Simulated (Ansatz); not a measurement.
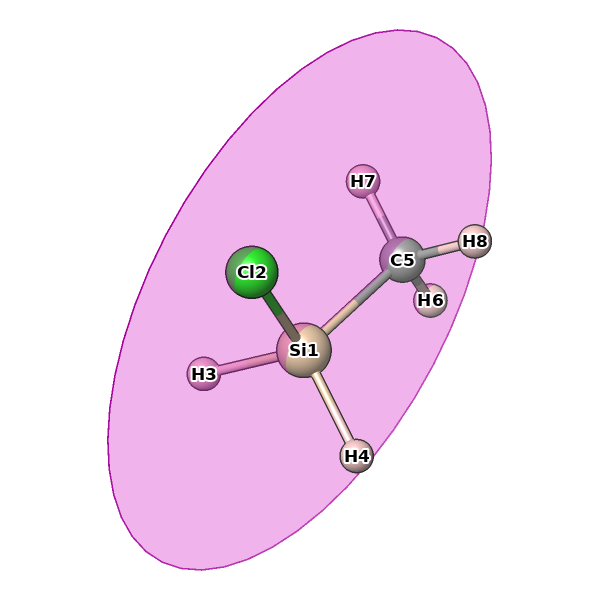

A disc through the centre of mass is drawn in. Depth is shown by fading: the farther an atom, the more it takes the colour of the background. The computed structure is the end point of a PBE0-D4/def2-TZVP optimisation.

> Is the plane of the disc a mirror plane of the structure?

Yes. The reflection leaves Si1, Cl2, C5, H6 in place and moves H3 ↔ H4; H7 ↔ H8. The point group is Cs.
